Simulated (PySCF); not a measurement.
## A study: C3H2Cl2O2, SMILES `O=C(O)C=C(Cl)Cl`

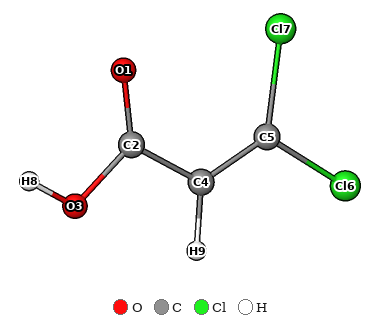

The molecule, with its atoms numbered as below. No frequency check shows the geometry to be a minimum.

Coordinates in Å:

```
O1       2.0133   -1.0151    0.0000
C2       1.7822    0.1656    0.0000
O3       2.7517    1.0930    0.0000
C4       0.4593    0.8079    0.0000
C5      -0.7002    0.1411    0.0000
Cl6     -2.1966    0.9728    0.0000
Cl7     -0.8302   -1.5530    0.0000
H8       3.6224    0.6655    0.0000
H9       0.4666    1.8862    0.0000
```

## 1. Bonding charge

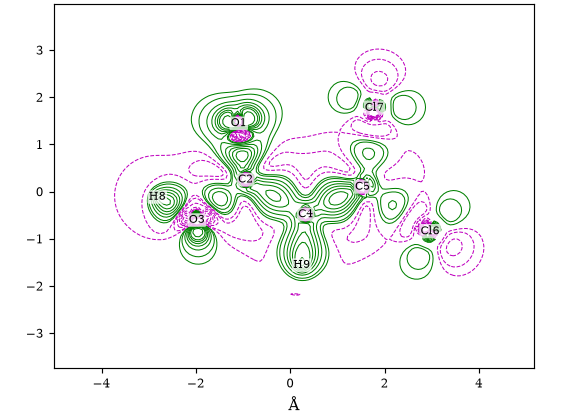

Deformation density (molecule less spherical, spin-averaged free atoms) in the molecular plane; contours at ±0.05 to ±0.8 e/Å³; solid green lines: gain, dashed magenta lines: loss.

Computed with PySCF, r2SCAN/6-31G*, geometry: GFN2-xTB.

Question: How much density has each bond in this plane gained at its critical point, relative to the free atoms?

Answer: C4–H9: +0.66 e/Å³ at the bond critical point (bond length 1.08 Å, Mayer order 0.9). O3–H8: +0.65 e/Å³ at the bond critical point (bond length 0.97 Å, Mayer order 0.7). C4–C5: +0.63 e/Å³ at the bond critical point (bond length 1.34 Å, Mayer order 1.7). O1–C2: +0.61 e/Å³ at the bond critical point (bond length 1.20 Å, Mayer order 1.9). C2–C4: +0.53 e/Å³ at the bond critical point (bond length 1.47 Å, Mayer order 1.0). C5–Cl7: +0.23 e/Å³ at the bond critical point (bond length 1.70 Å, Mayer order 1.1). C5–Cl6: +0.22 e/Å³ at the bond critical point (bond length 1.71 Å, Mayer order 1.1). C2–O3: +0.21 e/Å³ at the bond critical point (bond length 1.34 Å, Mayer order 1.0). In all, 2.1 electrons gather in the regions of gain relative to the promolecule.

## 2. Bond critical points

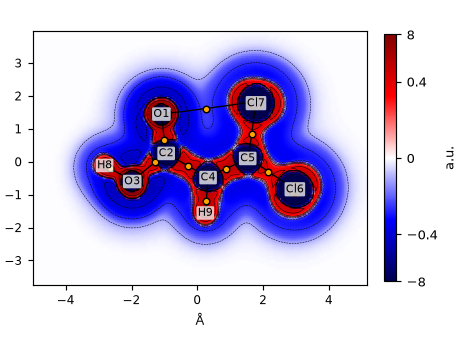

Negative Laplacian of the density (−∇²ρ) in the molecular plane (red positive, blue negative, colour scale in a.u., logarithmic beyond ±0.04), with bond paths and bond critical points (dots).

Question: At which bond critical points in this plane is charge locally concentrated, and at which depleted?

Answer: Concentrated (∇²ρ < 0): O3–H8 (−1.80 a.u.); C4–C5 (−1.01 a.u.); C2–O3 (−0.27 a.u.); C4–H9 (−1.00 a.u.); C2–C4 (−0.71 a.u.); C5–Cl7 (−0.34 a.u.); C5–Cl6 (−0.32 a.u.). Depleted (∇²ρ > 0): O1–C2 (+0.44 a.u., H = −0.696); O1–Cl7 (+0.06 a.u., H = +0.001). A positive Laplacian with clearly negative H marks a strongly polar covalent bond, whose critical point lies close to the core of the less electronegative atom.

Question: Where along O3–H8 does the critical point lie?

Answer: 0.78 Å from O3 and 0.19 Å from H8.

## 3. Local ionisation energy

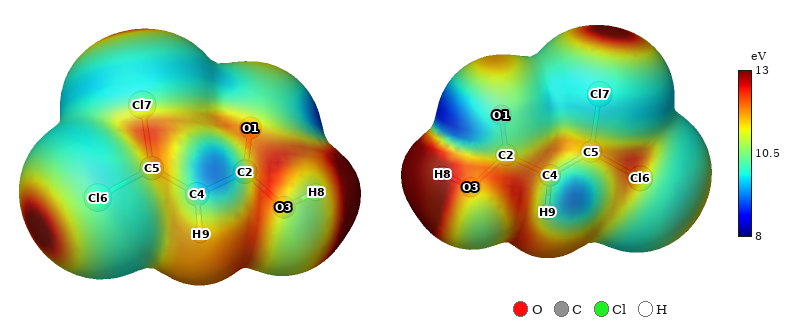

Average local ionisation energy on the surface of electron density 0.001 a.u. (back view left, front view right).

Question: Locate the minima of the map.

Answer: The lowest value is 8.7 eV, about equally far (1.8 Å) from O1 and H8. Further minima include 9.2 eV, off the molecular plane, over C4 (2.0 Å), and at like points elsewhere; 9.7 eV, off the molecular plane, over Cl7 (2.1 Å), and at like points elsewhere; 9.7 eV, off the molecular plane, over Cl7 (2.1 Å). For comparison, the highest occupied orbital lies at −6.6 eV.

## 4. Localised orbitals

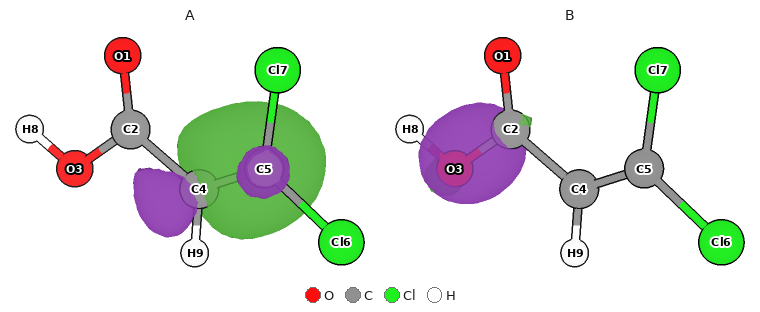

Localised orbitals, occupied; each surface holds about 85 % of the orbital's density. Energies are diagonal elements of the Fock matrix.

Level of theory: B3LYP/def2-SVPD (PySCF), at a geometry from GFN2-xTB.

Question: Name the orbitals, with their atomic make-up and energies.

Answer: By panel:
- A: bent (banana) bond C4–C5 (C4 49 %, C5 48 %; −14.3 eV)
- B: σ bond O3–C2 (O3 66 %, C2 33 %; −21.0 eV)

Question: Which localisation scheme gives orbitals like these: Pipek–Mezey, IBO or Foster–Boys?

Answer: Foster–Boys: it mixes σ and π into equivalent bent bonds, while the other two keep them apart.

## 5. The π system

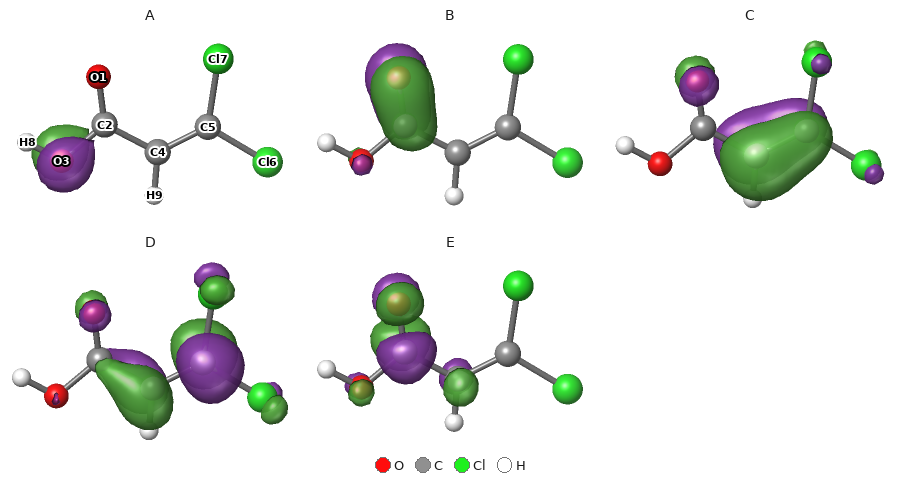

Natural orbitals of the π active space, CASSCF(6,5), triplet state at the geometry of the singlet, in order of falling occupation.

PySCF calculation, 6-31+G* basis, gas phase; geometry: GFN2-xTB.

Question: What are the natural occupation numbers?

Answer: A 2.00, B 1.94, C 1.01, D 1.00, E 0.06.

Question: Where does the lowest triplet lie relative to the singlet, at this geometry and within this active space?

Answer: 3.95 eV above it by strongly contracted NEVPT2 (+3.85 eV by CASSCF); a small basis tends to put such gaps a few tenths of an eV too high. This is a vertical energy for π states alone; a state that uses lone pairs or σ orbitals may lie lower.

The PySCF runs shown took 33 s, 24 s and 6.7 min on 1 thread of AMD EPYC 7R43 64-Core Processor (Zen 3) (shared host).
